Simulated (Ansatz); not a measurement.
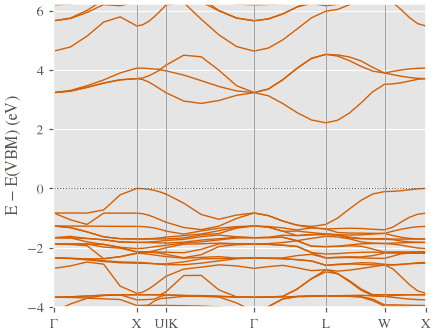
Figure. Band structure from DFT-HSE06 in the program Ansatz with PAW potentials

### Question
Read off the gap and where the band edges lie.

### Answer
About 2.2 eV (2.21 eV among the points solved); maximum at X, minimum at L.

The material is Cs2AgBiBr6 in space group Fm-3m (No. 225; Bi on 4a, Ag on 4b, Cs on 8c, Br on 24e).

The cell was relaxed with HSE06 under the symmetry of its start. No spin polarisation was allowed. The hybrid was solved on a coarse mesh, the path and, where they were found, the r²SCAN edge points; its band edges are the extreme levels among these. Spin–orbit coupling is left out wherever it is not named.

Potentials: the later of the program's two PAW sets.
